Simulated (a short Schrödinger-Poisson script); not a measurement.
Stack: gated Al0.3Ga0.7N/GaN polarisation-induced gas, at 77 K.

```
layer     material  thickness (nm)  Na (cm⁻³)
-----  -----------  --------------  ---------
1      Al0.3Ga0.7N              10          -
2              GaN            6000       3e15
```

The device is made up for the run: typed textbook-type constants, with dimensions and the other settings drawn at random. Al0.3Ga0.7N: permittivity 9.32, conduction-band edge (eV) 0.414, gap (eV) 4.021, electron mass (mₑ) 0.236, Nv at 300 K (cm⁻³) 4.6e19. GaN: permittivity 9.5, conduction-band edge (eV) 0, gap (eV) 3.43, Nv at 300 K (cm⁻³) 4.6e19.

Channel valleys (confinement mass, in-plane density-of-states mass, number): Γ 0.2, 0.2, 1. At the gate the conduction-band edge of layer 1 lies 1.23 eV − eVg above the Fermi level of the channel; the field vanishes at the back. Sheet of polarisation charge: +1.5e13 e/cm² at 10 nm from the gate. The barrier under the gate holds no holes. Gaps are held at their typed values at every temperature. Mesh 0.08 nm at interfaces.

Solved with a short Schrödinger-Poisson script written for these runs: 1D Poisson equation in equilibrium, electrons quantum, Hartree (BenDaniel-Duke, 40 states a valley, the channel's in-plane mass for all, wave functions free to enter the barrier), parabolic valleys, classical holes, full ionisation, no traps, pinning or gate leakage.

Only gate voltages with over 1e8 electrons/cm² are shown.

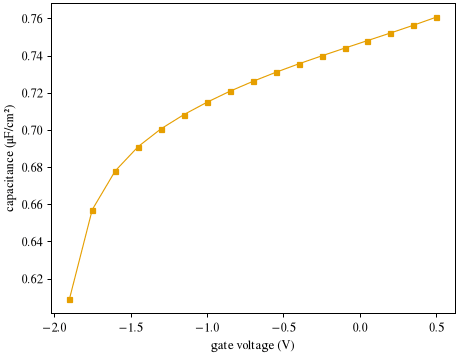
*Quasi-static capacitance against gate voltage*

```
Vg (V)  electrons (cm⁻²)  in the channel layer  C (μF/cm²)  Γ E0 (meV)  Γ E1 (meV)
------  ----------------  --------------------  ----------  ----------  ----------
0.5              1.11e13               1.02e13       0.761      -123.0        -8.7
0.2              9.72e12               9.01e12       0.752      -108.7        -5.0
-0.1             8.32e12               7.82e12       0.744       -94.3        -1.1
-0.4             6.93e12               6.59e12       0.736       -79.7         3.1
-0.7             5.56e12               5.35e12       0.726       -64.9         8.1
-1               4.22e12               4.09e12       0.715       -49.7        14.3
-1.3             2.89e12               2.83e12       0.701       -34.3        21.6
-1.6             1.60e12               1.58e12       0.678       -18.6        29.0
-1.9             3.75e11               3.73e11       0.609         0.3        38.2
```

Subbands count from the Fermi level.
